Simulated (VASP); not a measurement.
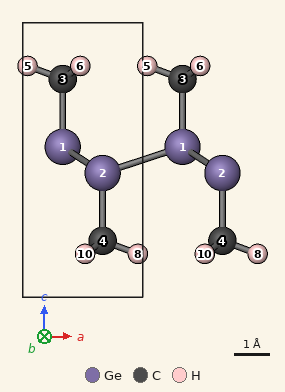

Crystalline GeH3C (a generated structure, set up in P-3m1), before the relaxation. A ball-and-stick model of the cell of the calculation, repeated 2 × 1 × 1 with one cell outlined, seen along the b axis.

The run lets cell and atoms move.

These are results of VASP, Kohn-Sham DFT of a periodic cell, vdW-DF-cx, VASP PAW PBE potentials, recommended, not measurements.

Input
```
PREC     = Accurate       # precision mode
ENCUT    = 600            # plane-wave cutoff, eV
EDIFF    = 1E-6           # SCF threshold, eV
ISMEAR   = 0              # smearing method
SIGMA    = 0.05           # smearing width, eV
LREAL    = F              # projectors in reciprocal space
LASPH    = T              # aspherical terms in the spheres
NELM     = 60             # most SCF steps
ALGO     = Normal         # electronic algorithm
ISIF     = 3              # what is computed and relaxed
LWAVE    = F              # write WAVECAR
LCHARG   = F              # write CHGCAR
GGA      = CX             # functional
LUSE_VDW = T            
AGGAC    = 0.0          
IBRION   = 2              # ionic algorithm
NSW      = 60             # ionic steps
EDIFFG   = -0.005         # ionic threshold
```

Run as
```bash
cat potpaw_PBE.64/Ge_d/POTCAR potpaw_PBE.64/C/POTCAR potpaw_PBE.64/H/POTCAR > POTCAR
mpirun -np 1 vasp_std > vasp.out
```

The structure:
```
CELL_PARAMETERS angstrom
4.04955 0.00000 0.00000
-2.02477 3.50701 0.00000
0.00000 0.00000 8.04336
ATOMIC_POSITIONS crystal
Ge 0.33333 0.66667 0.54773
Ge 0.66667 0.33333 0.45227
C 0.33333 0.66667 0.79440
C 0.66667 0.33333 0.20560
H 0.03929 0.51965 0.84209
H 0.48036 0.51965 0.84209
H 0.48036 0.96071 0.84209
H 0.96071 0.48035 0.15791
H 0.51964 0.48035 0.15791
H 0.51964 0.03929 0.15791
```

Where does the relaxation end?

Answer. The largest moves relative to the cell, 0.015 Å, are those of H5, H6, H7, H8, H9 and H10. H6 goes along [1 −1 −3]. By element the largest moves are H 0.015 Å, C 0.010 Å, Ge 0.008 Å. The drawn cell changes as follows: a = b 4.050 → 4.029 Å (−0.5 %), c 8.043 → 8.160 Å (+1.4 %); the volume changes by +0.4 %. Some distances before and after: Ge1–C3 1.984 → 1.995 Å. The space group stays P-3m1 (No. 164). The energy falls by 6.8 meV per cell of the calculation in 57 geometry steps. Largest force component: 0.13 eV/Å at the start, 0.0045 eV/Å at the end. Pressure: 0.32 GPa at the start and 0.01 GPa at the end.

After the run, drawn alike:

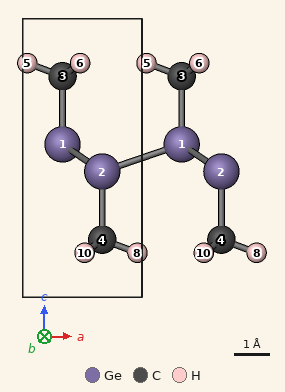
